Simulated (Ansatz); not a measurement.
**HF/3-21G run of CH7BSi2 (SMILES CB1[SiH2][SiH2]1)**

Aim: the vertical singlet–triplet gap of CH7BSi2 at HF/3-21G, from 2 runs. 

Program for the calculation: Ansatz 0.2.0.

75 further runs of the same task are left out: 75 set aside as unsound or not needed.

## 1. The system as given

CH7BSi2: 11 atoms, total charge 0, spin state singlet. As SMILES, `CB1[SiH2][SiH2]1`. Geometry: relaxed at PBE0-D4/def2-TZVP.

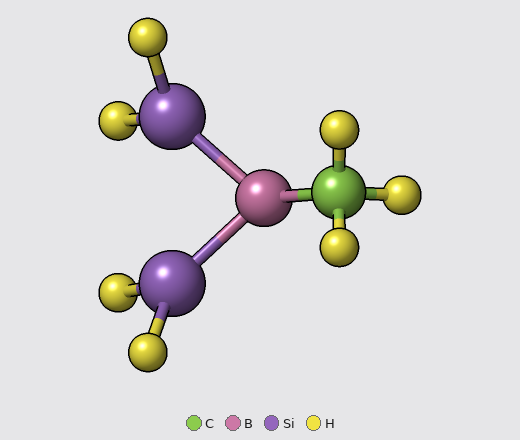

Viewed from a chosen angle; carbon green, boron pink, silicon purple, hydrogen yellow.

## 2. The energy at HF/3-21G

Contents of job.yaml:

```yaml
crystal:
  periodic: [false, false, false]
  atoms:
    - {symbol: C, position_ang: [-0.263900, 1.793500, 0.099500]}
    - {symbol: B, position_ang: [-0.450600, 0.243000, -0.016600]}
    - {symbol: Si, position_ang: [0.018800, -1.148600, 1.199400]}
    - {symbol: Si, position_ang: [0.210300, -0.982900, -1.318800]}
    - {symbol: H, position_ang: [0.165600, 2.121800, 1.048800]}
    - {symbol: H, position_ang: [-1.271300, 2.229100, 0.051100]}
    - {symbol: H, position_ang: [0.301000, 2.238000, -0.723000]}
    - {symbol: H, position_ang: [-0.479200, -2.541300, 1.107000]}
    - {symbol: H, position_ang: [0.876900, -0.975400, 2.403900]}
    - {symbol: H, position_ang: [1.239000, -0.662800, -2.346600]}
    - {symbol: H, position_ang: [-0.281200, -2.371200, -1.484200]}
basis:
  gaussian: {orbitals: 3-21G.json}
hamiltonian: {xc: hf}
accuracy: high
output: {orbitals: {seedname: orbitals}}
```

The basis set 3-21G is read from a file made from the Basis Set Exchange's data (not shown).

Launch:

```bash
$ ansatz run job.yaml --threads 1 --pin off --max-ram 3480MiB --events-out events.jsonl --progress --plain --runs-dir runs
```

The log of the run:

```text
Warning: RAYON_NUM_THREADS=1 ignored (pool sized by the plan → 1); use --threads N
Functional definition: HF
  name "HF"
  exchange = exact_x
  correlation = 0
1398 factors; integrals over basis functions are off by at most 4.1e-9 eV
mean field evaluation 1: about -17439.6178 eV, gradient 2.0e1 eV
mean field evaluation 2: about -17439.9262 eV, gradient 2.1e1 eV
mean field evaluation 4: about -17441.4928 eV, gradient 2.5e0 eV
mean field evaluation 8: about -17441.5233 eV, gradient 1.6e-1 eV
mean field evaluation 16: about -17441.5237 eV, gradient 1.9e-8 eV
mean field -17441.52367096 eV, -640.9641726183 hartree, gradient 1.9e-8 eV, S^2 0.000000; 0 other end points of the search recorded, 0 dependent functions left out
reference -17441.52367096 eV, -640.9641726183 hartree; 23, 23 occupied and 35, 35 virtual orbitals, 1398 factors
Total energy: -17441.52367096 eV, -640.9641726183 hartree
```

Wall time 0.99 s (1 thread of Arm Neoverse V1, shared host); peak memory 0.14 GiB.

## 3. The triplet, same level

Contents of molecule.yaml:

```yaml
crystal:
  periodic: [false, false, false]
  atoms:
    - {symbol: C, position_ang: [-0.263900, 1.793500, 0.099500]}
    - {symbol: B, position_ang: [-0.450600, 0.243000, -0.016600]}
    - {symbol: Si, position_ang: [0.018800, -1.148600, 1.199400]}
    - {symbol: Si, position_ang: [0.210300, -0.982900, -1.318800]}
    - {symbol: H, position_ang: [0.165600, 2.121800, 1.048800]}
    - {symbol: H, position_ang: [-1.271300, 2.229100, 0.051100]}
    - {symbol: H, position_ang: [0.301000, 2.238000, -0.723000]}
    - {symbol: H, position_ang: [-0.479200, -2.541300, 1.107000]}
    - {symbol: H, position_ang: [0.876900, -0.975400, 2.403900]}
    - {symbol: H, position_ang: [1.239000, -0.662800, -2.346600]}
    - {symbol: H, position_ang: [-0.281200, -2.371200, -1.484200]}
basis:
  gaussian:
    orbitals: 3-21G.json
output:
  orbitals: {seedname: orbitals}
accuracy: high
magnetization:
  spin_polarized: true
  initial_magnetization: 2
hamiltonian:
  xc: hf
```

The basis set 3-21G is read from a file made from the Basis Set Exchange's data (not shown).

Launch:

```bash
$ ansatz run molecule.yaml --threads 1 --pin off --max-ram 3480MiB --events-out events.jsonl --progress --plain --runs-dir runs
```

The log of the run:

```text
Warning: RAYON_NUM_THREADS=1 ignored (pool sized by the plan → 1); use --threads N
[... 4 set-up lines as earlier in the session ...]
1398 factors; integrals over basis functions are off by at most 4.1e-9 eV
mean field evaluation 1: about -17436.3086 eV, gradient 1.6e1 eV
mean field evaluation 2: about -17436.6885 eV, gradient 1.6e1 eV
mean field evaluation 4: about -17438.7532 eV, gradient 2.1e0 eV
mean field evaluation 8: about -17438.8331 eV, gradient 1.6e-1 eV
mean field evaluation 16: about -17438.8341 eV, gradient 9.7e-7 eV
mean field evaluation 32: about -17438.8221 eV, gradient 1.7e-1 eV
mean field evaluation 64: about -17438.8020 eV, gradient 2.5e-1 eV
mean field evaluation 96: about -17437.5603 eV, gradient 1.5e0 eV
mean field evaluation 128: about -17438.7654 eV, gradient 4.2e-1 eV
mean field -17438.83407806 eV, -640.8653319022 hartree, gradient 3.1e-8 eV, S^2 2.027545; 1 other end points of the search recorded, 0 dependent functions left out
reference -17438.83407806 eV, -640.8653319022 hartree; 24, 22 occupied and 34, 36 virtual orbitals, 1398 factors
Total energy: -17438.83407806 eV, -640.8653319022 hartree
```

It took 4.2 s on 1 thread of Arm Neoverse V1, shared host; peak memory 0.19 GiB.

## 4. Outcome

Level: HF/3-21G.

```
                                        quantity          value
                           singlet: total energy  -640.96417 Eh
                            singlet: HOMO energy       -8.12 eV
                            singlet: LUMO energy        1.84 eV
                          singlet: HOMO–LUMO gap        9.96 eV
                           triplet: total energy  -640.86533 Eh
     triplet: HOMO energy (highest over α and β)       -5.63 eV
      triplet: LUMO energy (lowest over α and β)       -0.98 eV
                                   triplet: ⟨S²⟩          2.028
vertical energy of the triplet above the singlet       2.690 eV
```

In words: At this shape the triplet lies 2.69 eV (260 kJ/mol) above the singlet.
